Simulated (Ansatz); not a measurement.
## Changed inputs in constrained RPA: NbTe2 (P-3m1)

Wanted: the sensitivity and cost of U and J for NbTe2 (P-3m1).

Calculated with Ansatz 0.2.0; constrained RPA on LDA, plane waves, PAW.

### Step 1. The structure

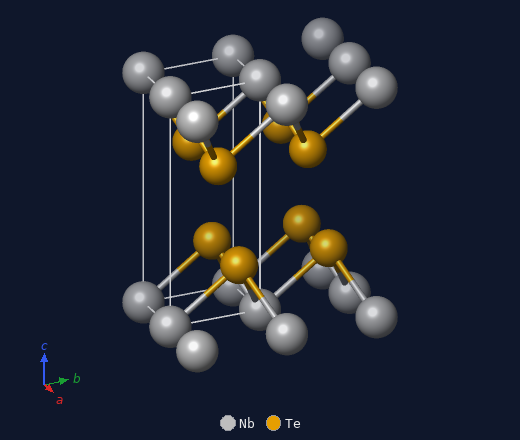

The starting structure, seen slightly off an axis (niobium light grey, tellurium orange). 2×2×1 cells are drawn. Bonds to atoms that aren't drawn are left out. Some periodic images of atoms are drawn too.

The cell and positions are those that the Materials Project relaxed with its own functionals (PBE, PBE+U or r2SCAN), kept fixed. Spin-orbit coupling is left out unless a step names it. The default PAW set here is soft_2. Its files were made with PBE.

### Step 2. Base: Nb t2g + anion p, bands v7 to c2, 6×6×2 mesh, medium accuracy

Constrained RPA screens the interaction with every transition except those inside the target bands, which a later many-body model would treat itself.

input.yaml reads:

```yaml
crystal:
  lattice:
    - [-2.63076537, 1.0e-08, -2.63076539]
    - [2.63076537, -2.63076539, 1.0e-08]
    - [-4.12705361, -4.12705355, 4.12705355]
  atoms:
    - { symbol: Nb, position: [0.0, 0.0, 0.0] }
    - { symbol: Te, position: [0.66666667, 0.33333333, 0.74563223] }
    - { symbol: Te, position: [0.33333333, 0.66666667, 0.25436777] }
kpoints:
  mp_grid: { grid: [12, 12, 4] }
hamiltonian:
  xc: lda
scf:
  occupations: { method: gaussian, width: 0.08 }
  n_extra_bands: 19
  max_iter: 150
output:
  crpa:
    kmesh: [6, 6, 2]
    target_bands: [v7, c2]
    projections:
      - { species: Nb, l: d, shell: 4, orbitals: [dxz, dyz, dxy] }
      - { species: Te, l: p, shell: 5 }
  local_orbitals:
    kmesh: [12, 12, 4]
    orbitals:
      - { species: Nb, l: d, shell: 4, orbitals: [dxz, dyz, dxy] }
      - { species: Te, l: p, shell: 5 }
    window: { bands: [v7, c2] }
    seedname: lo
```

The run is started by

```bash
$ ansatz run input.yaml --threads 4 --pin off --max-ram 9216MiB --backend cpu --events-out ev --progress --plain --runs-dir out
```

Numbers of over 12 decimals in the logs are rounded to 6 here.

Log:

```text
scf.n_extra_bands = 19 over 23 filled bands (N_el = 45.0): the run solves 42 bands
Engine: ansatz 0.2.0, aarch64-unknown-linux-gnu
Pseudopotentials: kind: paw
Pseudopotential: Nb, paw, valence charge 13, recommended cutoff 420 eV (normal), Nb.paw.azcp
Pseudopotential: Te, paw, valence charge 16, recommended cutoff 420 eV (normal), Te.paw.azcp
Functional definition: SPW92
  exchange = slater_x
  correlation = pw_c
Crystal: 3 atoms, lattice volume = 85.689 Å³
Basis set: ecut = 420 eV, 1703 PW (Γ)
Bands: 42, of which v1, the nominal top of the filled ones, is band 23 counted from 1 (22 counted from 0)
Symmetry: 12 space group operations
Space group: P-3m1 (ITA 164), of the structure as read, at distance tolerance 4.4e-5 Å
k-points: 69 of 576
Non-local potential: Nb, projectors of the file, l = 0: 3, l = 1: 2, l = 2: 2, l = 3: 1
Non-local potential: Te, projectors of the file, l = 0: 2, l = 1: 2, l = 2: 2, l = 3: 2
PAW form: soft (Blöchl's): semilocal exchange-correlation on the pseudo side does not see the compensation charge
PAW frozen core: Nb, regenerated for the run's functional, and the local potential with it (the file was generated under x = pbe(κ = 0.804, μ = 0.219515), c = pbe(β = 0.066725))
PAW frozen core: Te, regenerated for the run's functional, and the local potential with it (the file was generated under x = pbe(κ = 0.804, μ = 0.219515), c = pbe(β = 0.066725))
PAW one-centre angular grid: Nb, 590 points (default); XC on 64 Gauss nodes
PAW one-centre angular grid: Te, 590 points (default); XC on 64 Gauss nodes
Initial density: superposition of atomic densities (neutral atoms: chi_scale 0, normalization atom), corrected by the library's trained network
Initial wavefunctions: pseudopotential atomic-orbital guess
Functional: x = slater, c = lda
SCF iter   1: F=—  HF=-18098.181197 eV  |F-HF|=—  |Δ(HF+E_count)|=         —  Δρ=5.19e-3  dr2=1.10e-2  ethr=1.77e-3  ⟨swp⟩=6.0  Hψ=13614  notcnv=0  defer=537
preconditioner: auto → LDOS  [metal: Δε(μ)=0.007 eV  Ē_g=13.440 eV  σ=0.080 eV  W_gap=0.05  n_scr=22 (ndim 8)  ℏωp=16.5 eV  f_vac=0.034  D(μ)=2.40/eV (n_scr^D=22)  β→1.0]
SCF iter   2: F=—  HF=-18098.176974 eV  |F-HF|=—  |Δ(HF+E_count)|=   4.22e-3  Δρ=1.39e-3  dr2=2.42e-3  ethr=2.44e-5  ⟨swp⟩=3.0  Hψ=5059  notcnv=0  defer=607
SCF iter   3: F=—  HF=-18098.176505 eV  |F-HF|=—  |Δ(HF+E_count)|=   4.69e-4  Δρ=4.76e-4  dr2=1.87e-4  ethr=5.37e-6  ⟨swp⟩=2.0  Hψ=3121  notcnv=0  defer=607
SCF iter   4: F=—  HF=-18098.176451 eV  |F-HF|=—  |Δ(HF+E_count)|=   5.31e-5  Δρ=1.87e-4  dr2=4.24e-5  ethr=4.15e-7  ⟨swp⟩=2.0  Hψ=3398  notcnv=0  defer=607
SCF iter   5: F=—  HF=-18098.176438 eV  |F-HF|=—  |Δ(HF+E_count)|=   1.30e-5  Δρ=5.14e-5  dr2=2.41e-6  ethr=9.42e-8  ⟨swp⟩=2.0  Hψ=3113  notcnv=0  defer=607
[...]
cRPA screening: q 72/72 (q-point 44)
SCF converged after 6 iterations
Free energy (F): -18098.176438 eV
Harris-Foulkes:  -18098.176438 eV  (|F-HF|=4.64e-8)
Internal energy: -18098.168662 eV  (E = F + TS)
E sigma→0 (E₀):  -18098.172550 eV
Entropy (-TS):   -0.007776 eV (-2.592 meV/atom)
Fermi energy:    10.346735 eV
--- Per-component energies (eV) ---
  E_band       = -643.415906
  E_kinetic    = 755.761523
  E_local      = -3727.062765  (includes V_loc(G=0)·N_el)
  E_nonlocal   = -484.592722
  E_hartree    = 2055.130236
  E_xc         = -421.047273
  E_vxc        = -420.981989  (∫ρ·V_xc dr)
  E_paw        = -11985.799811  (= ΣΔE_a)
  E_vpaw       = -876.800995  (= ΣTr[D̂ρ^β])
  E_aug_tail   = -0.000357  (compensation charges beyond the density's cutoff)
  E_ewald      = -4292.340510
  E_core_change = 1.783017  (= ΣΔE_core)
  E_smearing   = -0.007776  (= −TS)
  E_closure    = -0.000000  (closes the sum)
  Σ components = -18098.176438   (vs F -18098.176438, Δ=0.00e0)
--- Band table (eV; the first three rows and the last of 69) ---
  k-point 0: bands = [... 19 lower, 9.7122, 9.9058, 10.3616, 10.3616, 11.3067, 11.3067, 13.8401, 13.8401, ... 15 higher]
  k-point 1: bands = [... 19 lower, 8.4602, 10.3590, 10.3590, 10.5865, 11.2327, 11.2327, 13.9704, 13.9704, ... 15 higher]
  k-point 2: bands = [... 19 lower, 8.2086, 10.3564, 10.3564, 10.7873, 11.1632, 11.1632, 14.1004, 14.1004, ... 15 higher]
  k-point 68: bands = [... 19 lower, 7.2295, 7.8639, 7.8639, 11.1220, 11.1220, 11.4228, 13.8177, 13.8177, ... 15 higher]
--- cRPA (band scheme, projected local orbitals): target bands 17..25 (1-based), 9 Wannier function(s), 6×6×2 mesh, 50 bands' worth read of 55 solved, ecut_chi 136.0 eV, v(q+G=0) probe_charge, pair densities all_electron ---
  bands read: the sum over 50 bands ends inside a degenerate multiplet in 2 slots, whose members it reads at an even weight; the widest, k=28: bands 50 to 51 (counted from 1) at 1/2 each
  χ-basis size per q: N_G = 288..325
  window electrons = 13.0000, filled by tetrahedron_uncorrected; constrained ε̄⁻¹(q = 0, 0) head = 0.189395; min gauge Gram eig = 0.3224
  Kanamori averages over each shell's own Wannier functions (sites counted from 0, functions from 1):
  Each shell's averages of U are screened by what lies outside the whole window alone: parameters of one model of all the shells.
    Site 0, 4D, 3 of 5 d orbitals (Wannier functions 1, 2, 3; wannier90's mr 2, 3, 5):
      screened: U = 3.0167 eV, U' = 2.3216 eV, J = 0.3316 eV
      screened, to within: U = 3.4e-3 eV, U' = 3.4e-3 eV, J = 4.9e-4 eV
      bare: V = 11.7474 eV, V' = 10.7956 eV, J = 0.4530 eV
    Site 1, 5P, 3 of 3 p orbitals (Wannier functions 4, 5, 6; wannier90's mr 1, 2, 3):
      screened: U = 2.8539 eV, U' = 2.0909 eV, J = 0.2542 eV
      screened, to within: U = 4.1e-3 eV, U' = 4.1e-3 eV, J = 4.9e-4 eV
      bare: V = 9.3019 eV, V' = 7.9012 eV, J = 0.4338 eV
    Site 2, 5P, 3 of 3 p orbitals (Wannier functions 7, 8, 9; wannier90's mr 1, 2, 3):
      screened: U = 2.8539 eV, U' = 2.0909 eV, J = 0.2542 eV
      screened, to within: U = 4.1e-3 eV, U' = 4.1e-3 eV, J = 4.9e-4 eV
      bare: V = 9.3019 eV, V' = 7.9012 eV, J = 0.4338 eV
  Hermiticity witness max|P − P†| over intra, direct and exchange elements: 8.88e-15 eV (screened), 3.01e-17 eV (bare)
  Reality witness max|Im| over intra, direct and exchange elements: 1.40e-10 eV (screened), 1.04e-12 eV (bare)
```

Run time: 15 min. Hardware: 4 threads of Arm Neoverse V1, shared host; peak memory 0.72 GiB; 57 min of CPU time.

This step gave:

```yaml
u: 3.017 eV
u_prime_inter_orbital: 2.322 eV
j: 0.3316 eV
bare_v: 11.75 eV
bare_j: 0.4530 eV
stated_bound_on_u: 0.003386 eV
u_over_bare_v: 0.2568
electrons_in_the_window: 13.00
head_of_the_constrained_inverse_dielectric_matrix: 0.1894
least_eigenvalue_of_the_projection_s_overlap: 0.3224
target_functions: 9
bands_in_the_sums: 50
r_m_s_miss_of_the_model_bands: 0.002720 eV
width_of_the_target_bands: 7.228 eV
weight_of_the_projected_orbitals_in_the_window: 0.9481
```

On the Nb t2g shell, screening brings the on-site interaction from 11.7 eV down to U = 3.02 eV.

### Step 3. Changed: 3×3×2 mesh

input.yaml, the sections that differ from step 2:

```yaml
output:
  crpa:
    kmesh: [3, 3, 2]
    target_bands: [v7, c2]
    projections:
      - { species: Nb, l: d, shell: 4, orbitals: [dxz, dyz, dxy] }
      - { species: Te, l: p, shell: 5 }
# crystal, kpoints, hamiltonian, scf: as in step 2
```

Log:

```text
[...]
Crystal: 3 atoms, lattice volume = 85.689 Å³
Basis set: ecut = 420 eV, 1703 PW (Γ)
Bands: 42, of which v1, the nominal top of the filled ones, is band 23 counted from 1 (22 counted from 0)
[... 1 set-up line as in the run before ...]
[...]
k-points: 69 of 576
[...]
SCF iter   1: F=—  HF=-18098.181197 eV  |F-HF|=—  |Δ(HF+E_count)|=         —  Δρ=5.19e-3  dr2=1.10e-2  ethr=1.77e-3  ⟨swp⟩=6.0  Hψ=13614  notcnv=0  defer=537
[...]
SCF iter   6: F=-18098.176438 eV  HF=-18098.176438 eV  |F-HF|=4.64e-8  |Δ(HF+E_count)|=   5.21e-7  Δρ=9.44e-6  dr2=7.77e-8  ethr=2.22e-10  ⟨swp⟩=10.3  Hψ=17184  notcnv=0
SCF 1 converged in 6 iterations: F = -18098.176438 eV  dr2 = 7.77e-8
[...]
NSCF: frozen V_eff on 6 k-points
[...]
cRPA screening: q 1/18
cRPA screening: q 2/18
cRPA screening: q 3/18
cRPA screening: q 5/18 (q-point 4)
cRPA screening: q 7/18
cRPA screening: q 9/18 (q-point 8)
[...]
k-point 2: bands = [... 19 lower, 8.2086, 10.3564, 10.3564, 10.7873, 11.1632, 11.1632, 14.1004, 14.1004, ... 15 higher]
  k-point 68: bands = [... 19 lower, 7.2295, 7.8639, 7.8639, 11.1220, 11.1220, 11.4228, 13.8177, 13.8177, ... 15 higher]
[...]
χ-basis size per q: N_G = 288..325
[...]
Site 0, 4D, 3 of 5 d orbitals (Wannier functions 1, 2, 3; wannier90's mr 2, 3, 5):
      screened: U = 3.1348 eV, U' = 2.4597 eV, J = 0.3217 eV
      screened, to within: U = 4.0e-3 eV, U' = 4.0e-3 eV, J = 4.8e-4 eV
      bare: V = 11.6191 eV, V' = 10.6900 eV, J = 0.4422 eV
    Site 1, 5P, 3 of 3 p orbitals (Wannier functions 4, 5, 6; wannier90's mr 1, 2, 3):
      screened: U = 3.0316 eV, U' = 2.2757 eV, J = 0.2537 eV
      screened, to within: U = 4.7e-3 eV, U' = 4.7e-3 eV, J = 4.9e-4 eV
      bare: V = 9.3610 eV, V' = 7.9749 eV, J = 0.4305 eV
    Site 2, 5P, 3 of 3 p orbitals (Wannier functions 7, 8, 9; wannier90's mr 1, 2, 3):
      screened: U = 3.0316 eV, U' = 2.2757 eV, J = 0.2537 eV
      screened, to within: U = 4.7e-3 eV, U' = 4.7e-3 eV, J = 4.9e-4 eV
      bare: V = 9.3610 eV, V' = 7.9749 eV, J = 0.4305 eV
[...]
[key lines of the parts left out:]
SCF converged after 6 iterations
Free energy (F): -18098.176438 eV
Fermi energy:    10.346735 eV
```

It took 63 s on 4 threads; peak memory 0.62 GiB.

This step gave:

* U: 3.135 eV
* U prime (inter-orbital): 2.460 eV
* J: 0.3217 eV
* bare V: 11.62 eV
* bare J: 0.4422 eV
* stated bound on U: 0.003930 eV
* U over bare V: 0.2698
* electrons in the window: 13
* head of the constrained inverse dielectric matrix: 0.2280
* least eigenvalue of the projection's overlap: 0.3224
* target functions: 9
* bands in the sums: 50
* width of the target bands: 7.228 eV
* weight of the projected orbitals in the window: 0.9481

On the Nb t2g shell, screening brings the on-site interaction from 11.6 eV down to U = 3.13 eV.

### Step 4. Changed: one k-point

input.yaml, as its differences from that of step 3:

```diff
@@ -19,3 +19,3 @@
   crpa:
-    kmesh: [3, 3, 2]
+    kmesh: [1, 1, 1]
     target_bands: [v7, c2]
```

Log:

```text
[...]
Crystal: 3 atoms, lattice volume = 85.689 Å³
Basis set: ecut = 420 eV, 1703 PW (Γ)
Bands: 42, of which v1, the nominal top of the filled ones, is band 23 counted from 1 (22 counted from 0)
[... 1 set-up line as in the run before ...]
[...]
k-points: 69 of 576
[...]
screened: U = 3.3726 eV, U' = 2.5152 eV, J = 0.2800 eV
      screened, to within: U = 6.4e-3 eV, U' = 6.4e-3 eV, J = 7.2e-4 eV
      bare: V = 10.7652 eV, V' = 9.4746 eV, J = 0.4688 eV
    Site 2, 5P, 3 of 3 p orbitals (Wannier functions 7, 8, 9; wannier90's mr 1, 2, 3):
      screened: U = 3.3726 eV, U' = 2.5152 eV, J = 0.2800 eV
      screened, to within: U = 6.4e-3 eV, U' = 6.4e-3 eV, J = 7.2e-4 eV
      bare: V = 10.7652 eV, V' = 9.4746 eV, J = 0.4688 eV
[...]
[key lines of the parts left out:]
SCF converged after 6 iterations
Free energy (F): -18098.176438 eV
Fermi energy:    10.346735 eV
```

It took 5.6 s on 4 threads; peak memory 0.56 GiB.

The run ended normally, though the input holds a fault or crude settings.

The fault put into this input: one k-point. It printed U = 3.29 eV, which is no property of the model meant.

### Step 5. Side by side

Times are wall times on 4 threads of Arm Neoverse V1, shared host, good to a factor of about two.

```csv
run,bare V (eV),U (eV),J (eV),bound on U (eV),width (eV),time
target window,11.75,3.017,0.332,0.0034,7.23,15 min
3×3×2 mesh,11.62,3.135,0.322,0.0039,7.23,63 s
```

### Step 6. What came out

| Property | Result |
| --- | --- |
| target window | U 3.02 eV, J 0.33 eV |
| 3×3×2 mesh | U 3.13 eV, J 0.32 eV |

**Reading.** 3×3×2 mesh moves U by +0.12 eV at 0.072 times the time. The printed bound covers the solver alone, not the mesh, and no denser mesh than the base was run. The parent state is non-magnetic and the interaction static (zero frequency); U depends on the window and the orbitals, so it belongs to this model alone. A window that holds the anion p bands defines a model with explicit ligands; its U belongs to that model and is not the U of DFT+U.

[Paths, hosts, dates, memory and timing lines, banners, echoed tables and standing remarks are left out of the program output.]

[Logs are printed without paths, hosts, clocks, repeated set-up lines and the standing remarks that a program may print on its own settings, such as how far it seeks lower states.]

[Runs of the session that timed out or met a known fault of the program may be left out.]

[Hosts, paths, dates, database ids (printed as entryN), source tags and the programs' standing remarks are cut or masked in the printed files.]
